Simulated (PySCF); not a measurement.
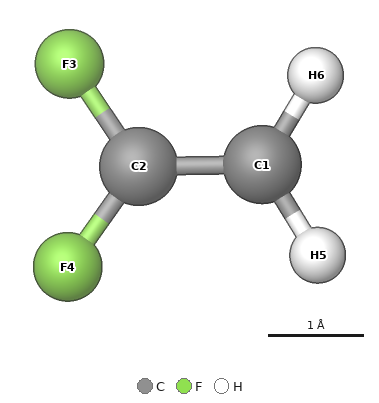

The input geometry (ball-and-stick view, seen on its broad side; atoms are numbered from 1 in the order of the input). Bond lengths as drawn: C–C 1.30 Å, C–F 1.29 to 1.31 Å and C–H 1.09 to 1.12 Å.

Run report: C2H2F2 (charge +1), geometry relaxation (part 1 of 2)

The run: geometry relaxation of C2H2F2, charge +1, multiplicity 2. Method and program: BP86/def2-SVP, UKS (PySCF 2.14.0).

The atoms were displaced at random from an optimised geometry. The geometry is that of the parent species in another charge or spin state. Figures and captions count atoms from 1; the log counts them from 0 in places.

### Input file (job.py)
```python
import numpy
from pyscf import gto, dft, symm
from pyscf.hessian import thermo
from pyscf.geomopt.geometric_solver import kernel as optimise

mol = gto.M(
    atom='''
C   -0.129919   0.446017  -0.514624
C    0.107745  -0.420154   0.429590
F   -0.480430  -0.388569   1.595194
F    0.903516  -1.438215   0.348993
H    0.388202   0.369463  -1.505003
H   -0.813879   1.287809  -0.365398
''',
    charge=1,
    verbose=3,
    spin=1,
    max_memory=1860,
    basis='def2-svp',
)

mf = dft.UKS(mol, xc='bp86')
mf.grids.level = 4
mf.conv_tol = 1e-10
mf = mf.newton()
converged, mol_eq = optimise(mf, maxsteps=80)
print('converged:', converged)
print(mol_eq.tostring())

mf.reset(mol_eq)
mol = mol_eq
mf.kernel()
e_tot = mf.e_tot
print('E = %.10f Eh' % e_tot)
hess = mf.Hessian().kernel()
modes = thermo.harmonic_analysis(mol, hess)
print('frequencies (1/cm)', numpy.round(modes['freq_wavenumber'], 1))
symm.geom.TOLERANCE = 1e-3  # for the symmetry number
th = thermo.thermo(mf, modes['freq_au'], 298.15, 101325)
thermo.dump_thermo(mol, th)
```

Machine: 1 thread of Intel Xeon (Granite Rapids), 16 GiB of memory available, shared host.

Launched with:
```bash
OMP_NUM_THREADS=1 python job.py
```

### Log
```
#|     Arguments passed to driver run_optimizer():      |#
customengine              <pyscf.geomopt.geometric_solver.PySCFEngine object>
maxiter                   80
----------------------------------------------------------
Custom engine selected.
Bonds will be generated from interatomic distances less than 1.20 times sum of covalent radii
18 internal coordinates being used (instead of 18 Cartesians)
Internal coordinate system (atoms numbered from 1):
Distance 1-2
Distance 1-5
Distance 1-6
Distance 2-3
Distance 2-4
Angle 2-1-6
Angle 5-1-6
Angle 1-2-4
Angle 3-2-4
Out-of-Plane 1-2-5-6
Out-of-Plane 2-1-3-4
Dihedral 5-1-2-3
Dihedral 5-1-2-4
Dihedral 6-1-2-3
Dihedral 6-1-2-4
Translation-X 1-6
Translation-Y 1-6
Translation-Z 1-6
Rotation-A 1-6
Rotation-B 1-6
Rotation-C 1-6
<class 'geometric.internal.Distance'> : 5
<class 'geometric.internal.Angle'> : 4
<class 'geometric.internal.OutOfPlane'> : 2
<class 'geometric.internal.Dihedral'> : 4
<class 'geometric.internal.TranslationX'> : 1
<class 'geometric.internal.TranslationY'> : 1
<class 'geometric.internal.TranslationZ'> : 1
<class 'geometric.internal.RotationA'> : 1
<class 'geometric.internal.RotationB'> : 1
<class 'geometric.internal.RotationC'> : 1
> ===== Optimization Info: ====
> Job type: Energy minimization
> Maximum number of optimization cycles: 80
> Initial / maximum trust radius (Angstrom): 0.100 / 0.300
> Convergence Criteria:
> Will converge when all 5 criteria are reached:
>  |Delta-E| < 1.00e-06
>  RMS-Grad  < 3.00e-04
>  Max-Grad  < 4.50e-04
>  RMS-Disp  < 1.20e-03
>  Max-Disp  < 1.80e-03
> === End Optimization Info ===

Geometry optimization cycle 1
Cartesian coordinates (Angstrom)
 Atom        New coordinates             dX        dY        dZ
   C  -0.129919   0.446017  -0.514624    0.000000  0.000000  0.000000
   C   0.107745  -0.420154   0.429590    0.000000  0.000000  0.000000
   F  -0.480430  -0.388569   1.595194    0.000000  0.000000  0.000000
   F   0.903516  -1.438215   0.348993    0.000000  0.000000  0.000000
   H   0.388202   0.369463  -1.505003    0.000000  0.000000  0.000000
   H  -0.813879   1.287809  -0.365398    0.000000  0.000000  0.000000

WARN: Mole.unit (angstrom) is changed to Bohr

WARN: HOMO -0.291145021612824 >= LUMO -0.291145021612824

converged SCF energy = -276.473988734839  <S^2> = 0.75160388  2S+1 = 2.0016032
--------------- SecondOrderUKS_Scanner gradients ---------------
         x                y                z
0 C     0.0092463436    -0.0779525168     0.1025935717
1 C    -0.0178807158     0.1030490818    -0.1193674098
2 F    -0.0063274192    -0.0064522863     0.0193284991
3 F     0.0057589376    -0.0154100418     0.0086842819
4 H     0.0039026701     0.0008543832    -0.0082069111
5 H     0.0052861351    -0.0040779709    -0.0030569877
----------------------------------------------
cycle 1: E = -276.473988735  dE = -276.474  norm(grad) = 0.206914
Step    0 : Gradient = 8.447e-02/1.587e-01 (rms/max) Energy = -276.4739887348
Hessian Eigenvalues: 2.30000e-02 2.80985e-02 2.81342e-02 ... 6.55596e-01 6.63177e-01 6.86922e-01

Geometry optimization cycle 2
Cartesian coordinates (Angstrom)
 Atom        New coordinates             dX        dY        dZ
   C  -0.128769   0.470310  -0.542984    0.001150  0.024293 -0.028360
   C   0.106980  -0.474013   0.465733   -0.000765 -0.053859  0.036143
   F  -0.481039  -0.382208   1.610103   -0.000609  0.006361  0.014909
   F   0.921834  -1.459155   0.357612    0.018318 -0.020940  0.008619
   H   0.383862   0.388572  -1.518723   -0.004340  0.019109 -0.013720
   H  -0.826740   1.312169  -0.381404   -0.012861  0.024360 -0.016006
converged SCF energy = -276.488067262048  <S^2> = 0.75172379  2S+1 = 2.0017231
--------------- SecondOrderUKS_Scanner gradients ---------------
         x                y                z
0 C     0.0009341151    -0.0116538151     0.0185701856
1 C    -0.0019674712     0.0148930574    -0.0286928376
2 F    -0.0067162877     0.0029023041     0.0127235760
3 F     0.0084151567    -0.0100559306     0.0016525234
4 H    -0.0011562368     0.0021949851    -0.0009368099
5 H     0.0004860444     0.0017295584    -0.0033136024
----------------------------------------------
cycle 2: E = -276.488067262  dE = -0.0140785  norm(grad) = 0.0440661
Step    1 : Displace = 3.720e-02/6.465e-02 (rms/max) Trust = 1.000e-01 (=) Grad = 1.799e-02/3.239e-02 (rms/max) E (change) = -276.4880672620 (-1.408e-02) Quality = 1.073
Hessian Eigenvalues: 2.29985e-02 2.81100e-02 2.84948e-02 ... 5.35389e-01 6.70287e-01 7.23277e-01

Geometry optimization cycle 3
Cartesian coordinates (Angstrom)
 Atom        New coordinates             dX        dY        dZ
   C  -0.127741   0.484172  -0.554034    0.001028  0.013862 -0.011050
   C   0.104976  -0.453132   0.490353   -0.002004  0.020881  0.024620
   F  -0.467143  -0.422866   1.629601    0.013897 -0.040658  0.019498
   F   0.899334  -1.433108   0.337432   -0.022500  0.026048 -0.020180
   H   0.400579   0.359617  -1.515386    0.016718 -0.028955  0.003338
   H  -0.833476   1.320199  -0.397752   -0.006736  0.008030 -0.016348
converged SCF energy = -276.488828181173  <S^2> = 0.75177993  2S+1 = 2.0017791
--------------- SecondOrderUKS_Scanner gradients ---------------
         x                y                z
0 C     0.0027535777    -0.0041959603    -0.0008717452
1 C     0.0014743189     0.0064459354    -0.0044055213
2 F     0.0007807414    -0.0057429717     0.0041466810
3 F    -0.0040861396     0.0021851603     0.0021732373
4 H    -0.0007016781     0.0006974952    -0.0002003837
5 H    -0.0002359265     0.0006219119    -0.0008336998
----------------------------------------------
cycle 3: E = -276.488828181  dE = -0.000760919  norm(grad) = 0.0129699
Step    2 : Displace = 3.338e-02/4.733e-02 (rms/max) Trust = 1.414e-01 (+) Grad = 5.295e-03/7.946e-03 (rms/max) E (change) = -276.4888281812 (-7.609e-04) Quality = 0.669
Hessian Eigenvalues: 2.29815e-02 2.81437e-02 2.96494e-02 ... 5.20556e-01 6.82436e-01 7.65594e-01

Geometry optimization cycle 4
Cartesian coordinates (Angstrom)
 Atom        New coordinates             dX        dY        dZ
   C  -0.131584   0.484007  -0.551031   -0.003843 -0.000165  0.003003
   C   0.111245  -0.467746   0.484144    0.006270 -0.014614 -0.006209
   F  -0.476095  -0.390798   1.606235   -0.008952  0.032069 -0.023366
   F   0.909997  -1.443334   0.335202    0.010663 -0.010226 -0.002230
   H   0.402396   0.358149  -1.509456    0.001817 -0.001467  0.005930
   H  -0.838596   1.313805  -0.375376   -0.005120 -0.006395  0.022375
converged SCF energy = -276.489051641874  <S^2> = 0.75178639  2S+1 = 2.0017856
--------------- SecondOrderUKS_Scanner gradients ---------------
         x                y                z
0 C    -0.0025220332     0.0022247770     0.0008342719
1 C     0.0032577156    -0.0048942944     0.0048130231
2 F     0.0001205907     0.0018967081    -0.0047044750
3 F    -0.0013512550     0.0017879763    -0.0012563379
4 H     0.0005983933    -0.0012060682     0.0004825707
5 H    -0.0001042310     0.0001946736    -0.0001484478
----------------------------------------------
cycle 4: E = -276.489051642  dE = -0.000223461  norm(grad) = 0.0102078
Step    3 : Displace = 2.160e-02/4.113e-02 (rms/max) Trust = 1.414e-01 (=) Grad = 4.167e-03/7.598e-03 (rms/max) E (change) = -276.4890516419 (-2.235e-04) Quality = 0.525
Hessian Eigenvalues: 2.29707e-02 2.80376e-02 2.82609e-02 ... 5.83228e-01 7.20900e-01 7.46446e-01

Geometry optimization cycle 5
Cartesian coordinates (Angstrom)
 Atom        New coordinates             dX        dY        dZ
   C  -0.127828   0.478437  -0.555950    0.003756 -0.005570 -0.004919
   C   0.102166  -0.470492   0.481726   -0.009080 -0.002745 -0.002418
   F  -0.473721  -0.391959   1.613472    0.002374 -0.001162  0.007237
   F   0.910102  -1.443618   0.344529    0.000105 -0.000285  0.009327
   H   0.399433   0.373150  -1.520734   -0.002963  0.015000 -0.011278
   H  -0.832704   1.308414  -0.374246    0.005892 -0.005391  0.001130
converged SCF energy = -276.489138433917  <S^2> = 0.75177888  2S+1 = 2.0017781
--------------- SecondOrderUKS_Scanner gradients ---------------
         x                y                z
0 C     0.0008160832    -0.0006623476     0.0003103924
1 C    -0.0015090654    -0.0009098242     0.0002210884
2 F     0.0003051243     0.0004678780     0.0001227700
3 F     0.0003710081     0.0005924314    -0.0001437513
4 H    -0.0002299452     0.0006436314    -0.0004204963
5 H     0.0002421463    -0.0001231218    -0.0000799075
----------------------------------------------
cycle 5: E = -276.489138434  dE = -8.6792e-05  norm(grad) = 0.00243218
Step    4 : Displace = 1.109e-02/1.889e-02 (rms/max) Trust = 1.414e-01 (=) Grad = 9.929e-04/1.776e-03 (rms/max) E (change) = -276.4891384339 (-8.679e-05) Quality = 0.704
Hessian Eigenvalues: 2.29663e-02 2.81419e-02 3.34980e-02 ... 5.57084e-01 7.02733e-01 7.43220e-01

Geometry optimization cycle 6
Cartesian coordinates (Angstrom)
 Atom        New coordinates             dX        dY        dZ
   C  -0.128986   0.481815  -0.554777   -0.001158  0.003378  0.001173
   C   0.106382  -0.465792   0.482738    0.004216  0.004699  0.001012
   F  -0.473162  -0.397056   1.613943    0.000559 -0.005096  0.000470
   F   0.908242  -1.443920   0.341180   -0.001861 -0.000302 -0.003349
   H   0.400911   0.366680  -1.516649    0.001478 -0.006470  0.004085
   H  -0.835726   1.311791  -0.378212   -0.003022  0.003377 -0.003966
converged SCF energy = -276.489153941867  <S^2> = 0.75177878  2S+1 = 2.001778
--------------- SecondOrderUKS_Scanner gradients ---------------
         x                y                z
0 C    -0.0000402496    -0.0002392696     0.0001820017
1 C     0.0002847258     0.0008358032    -0.0007107063
2 F    -0.0001766475    -0.0003635774     0.0004989464
3 F    -0.0000214759    -0.0003072265     0.0001535308
4 H    -0.0000502337    -0.0000154236     0.0000391192
5 H    -0.0000018825     0.0000980912    -0.0001507910
----------------------------------------------
cycle 6: E = -276.489153942  dE = -1.5508e-05  norm(grad) = 0.00139433
Step    5 : Displace = 5.674e-03/7.836e-03 (rms/max) Trust = 1.414e-01 (=) Grad = 5.692e-04/1.133e-03 (rms/max) E (change) = -276.4891539419 (-1.551e-05) Quality = 0.718
Hessian Eigenvalues: 2.29298e-02 2.81410e-02 3.74470e-02 ... 5.56272e-01 7.04240e-01 7.40343e-01
```
